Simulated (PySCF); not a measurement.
**C$_{5}$H$_{9}$GeN (SMILES C=C1C[N]([GeH3])C1=C): density, localisation and related maps**

Input

```
{"job": {"kind": "uv", "xc": "B3LYP", "basis": "def2-SVPD", "nstates": 8, "ntriplets": 3}, "charge": 0, "multiplicity": 1}
C     -1.985236     1.821143     0.119887
C     -0.920001     1.047117     0.027348
C      0.540577     1.274661    -0.275661
N      0.731750    -0.175192    -0.113910
Ge     2.145624    -1.287262    -0.222013
C     -0.620405    -0.381220     0.165617
C     -1.295878    -1.491620     0.441931
H     -1.922839     2.885142    -0.036846
H     -2.954406     1.416619     0.355443
H      1.079552     1.881433     0.456459
H      0.756055     1.644681    -1.281362
H      1.916112    -2.315624    -1.290378
H      2.359469    -1.985175     1.089133
H      3.306710    -0.412699    -0.559501
H     -0.792687    -2.444291     0.477324
H     -2.351996    -1.468768     0.635118
```

Run with:

```sh
OMP_NUM_THREADS=1 python probes_run.py task.json out
```

Geometry: GFN2-xTB.

Method: B3LYP/def2-SVPD, SCF density, gas phase in PySCF.

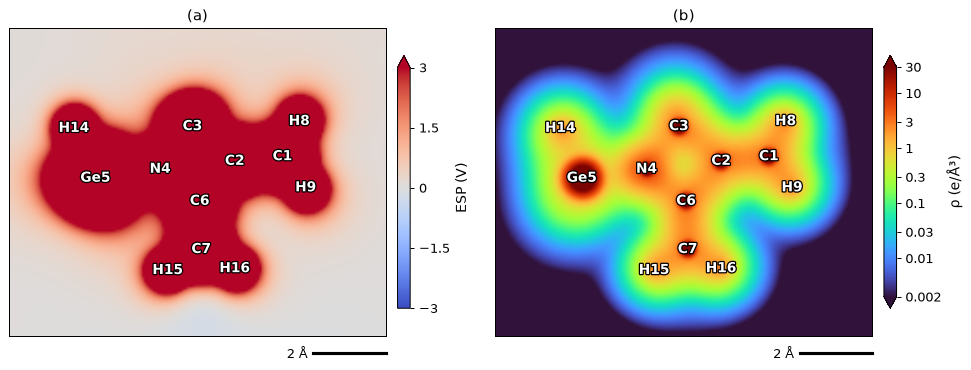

Figure 1. (a) electrostatic potential; (b) electron density on the plane of atoms C2, C6 and N4.

> What do the fields say about this system?

- The plane passes through C, N, Ge and H nuclei.
- C–C (1.32 Å): the density is about 2.3 e/Å³ at the midpoint.
- C–N (1.40 Å): ρ at the midpoint is about 2.2 e/Å³.
- Ge–N (1.80 Å): the density is about 1 e/Å³ at the midpoint.
- C–H (1.07 Å): ρ at the midpoint is about 2 e/Å³.
- C–C (1.47 Å): ρ is about 1.9 e/Å³ halfway.
- The potential has no marked negative region in this plane.

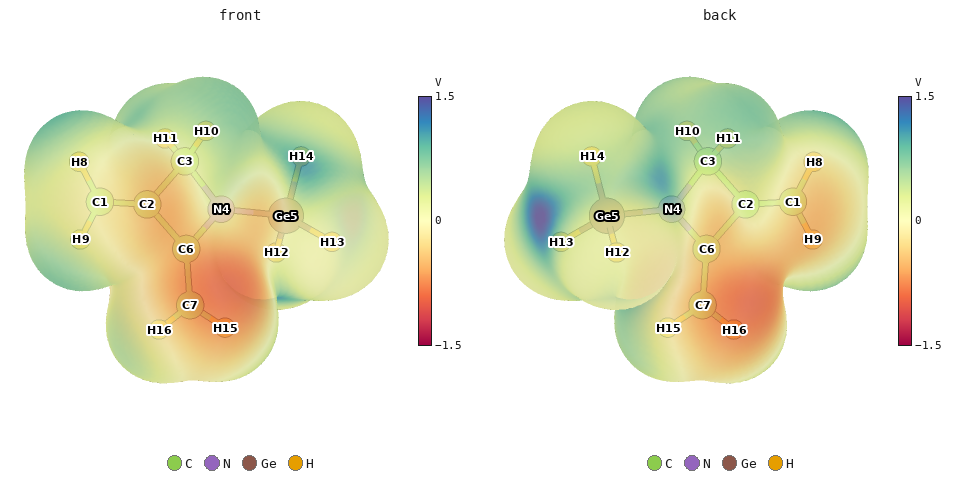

Figure 2. The electrostatic potential painted on the density surface at 0.002 e/bohr³, seen from the front and from behind; the colour scale runs from red (negative) to blue (positive).

> Where is the surface potential most negative and most positive?

The most negative region (about −1.0 V) lies over the π face of C7, the most positive (about +1.3 V) over Ge5.
